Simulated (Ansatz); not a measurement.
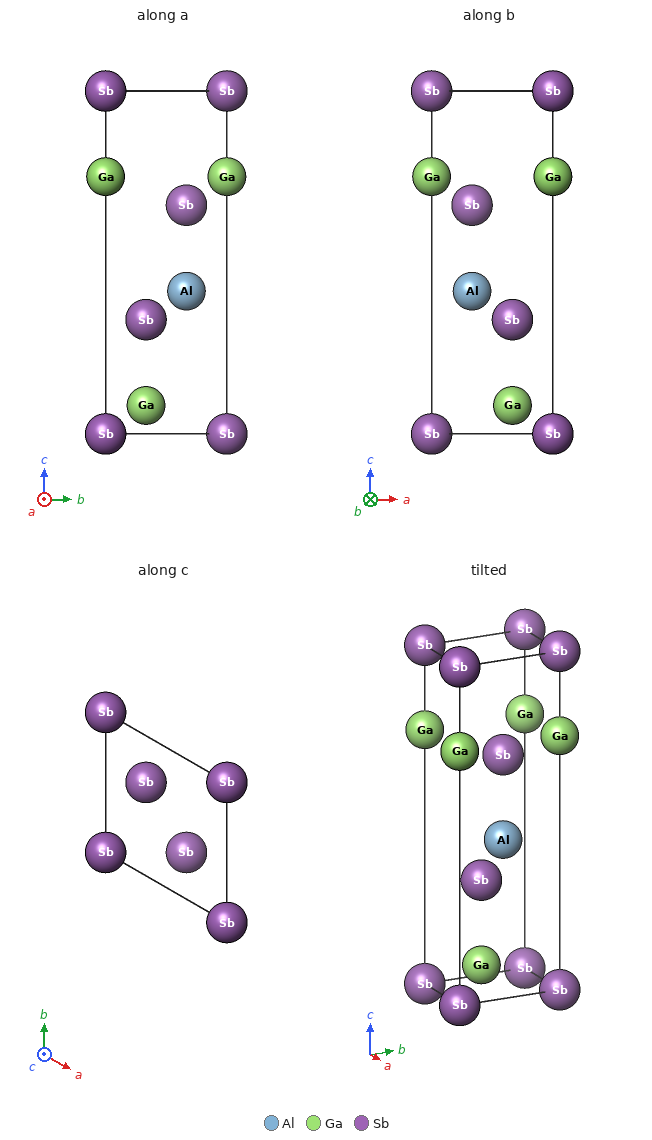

An orthographic spheres-only view of the structure, along the a axis, along the b axis, along the c axis and slightly off an axis. The parallelepiped is the conventional unit cell.

Lattice parameters: a = 4.397 Å, b = 4.397 Å, c = 10.767 Å, α = 90.00°, β = 90.00°, γ = 120.00°. Put a along x and b in the xy plane.

> Record the structure as a POSCAR file.

```
Al Ga Sb
1.0
     4.397    0.000    0.000
    -2.199    3.808    0.000
     0.000    0.000   10.767
Al Ga Sb
1 2 3
Direct
  0.3333 0.6667 0.4163
  0.0000 0.0000 0.7504
  0.6667 0.3333 0.0830
  0.0000 0.0000 0.0000
  0.3333 0.6667 0.6670
  0.6667 0.3333 0.3333
```

Its origin is a structure type filled with these elements by a generator (whether the compound takes this form wasn't checked). Earlier steps of the study, as a rule a relaxation of our own, may have changed the cell and positions, so they can lie some per cent off the listed ones. A calculation with Ansatz used it as input.
